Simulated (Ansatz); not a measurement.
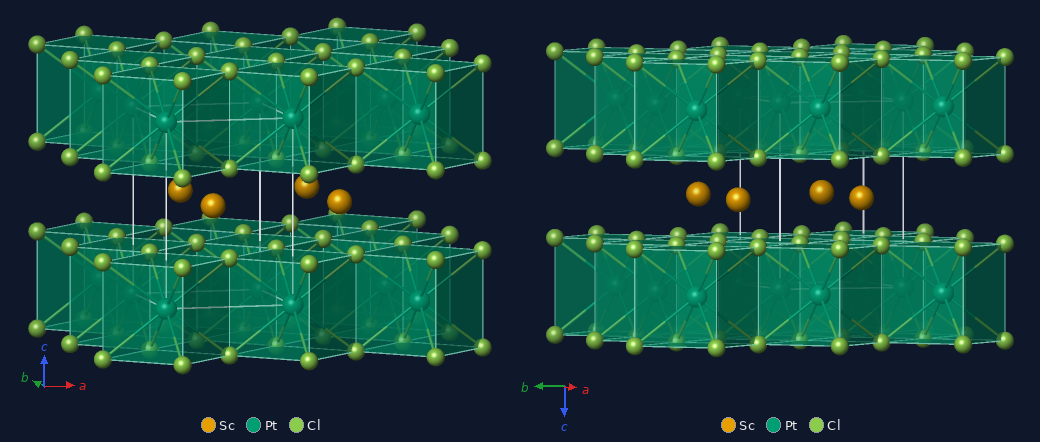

Polyhedra are drawn about Pt (bonds: Cl–Pt below 3.1 Å); other atoms are plain spheres. Two views of the same piece.

ScPtCl₄ (space group P4/mmm, No. 123). Coordinates: coordinates from a relaxation with Ansatz, DFT PBE, scalar-relativistic, plane waves, PAW; the starting structure was generated, so it need not be a known form of this composition.

### What figure surrounds each Pt atom, and what does it share with the other drawn polyhedra?

Pt: PtCl8 cube, sharing edges with four neighbours.

### How do these polyhedra hang together as a whole?

They form layers of edge-sharing cubes parallel to (001). Their corner atoms also have Sc as close neighbours (those links are not drawn).

### How far apart are the centres of linked polyhedra?

Centre to centre across a shared edge: 4.48 Å.
